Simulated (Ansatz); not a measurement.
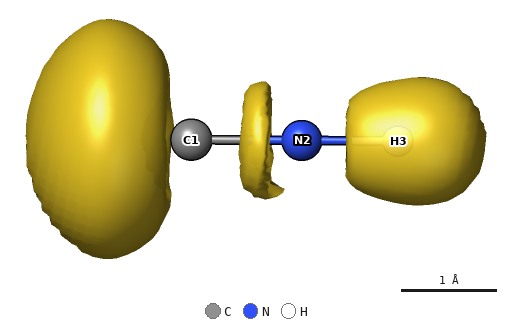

Figure. HCN (SMILES [C-]#[NH+]). Isosurface of the electron localisation function at 0.85 (yellow), seen from one side. Core shells and regions of very low density are left out.

Not at a stationary point (largest force 0.9 eV/Å).

Method: Ansatz 0.2.0, SCF HSE06, Gaussian basis.

```xyz
3

C     1.1035    0.1894    0.0000
N    -0.0497   -0.0085    0.0000
H    -1.0538   -0.1809    0.0000
```

Question: Where are the electrons localised?

Answer: The surface consists of one region between bonded C–N atoms (shared pairs), one region around a hydrogen nucleus and one lobe on C, pointing away from the bonds (lone pairs). Profiles from the grid: C–N (1.17 Å): the ELF peaks at about 0.85 between the atoms: a short, multiple covalent bond. N–H (1.02 Å): the ELF climbs to about 1 towards the hydrogen, as it does in any bond to H (an ordinary covalent bond to hydrogen).
